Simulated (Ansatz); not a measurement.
Take SrTe in the rock salt structure (space group Fm-3m, No. 225; a = 6.6067 Å) as the base.

Modification: cell and atoms relaxed at a pressure of 0.7 GPa.

Computed with Kohn–Sham DFT with the PBEsol functional, run in Ansatz (a quantum-chemistry and plane-wave program) with PAW and 420 eV plane waves, spin-orbit coupling left out.

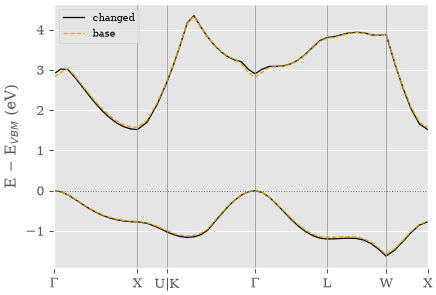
Highest valence and lowest conduction band along the path, each from its own valence-band maximum

The gap is 1.52 eV, indirect, Γ → X; the base has 1.57 eV.

Spin-orbit coupling, missing from the scalar runs, can matter with Te. Load acts through the strain it causes; cell and atoms are relaxed under it. Whether these cells are dynamically stable was not tested.
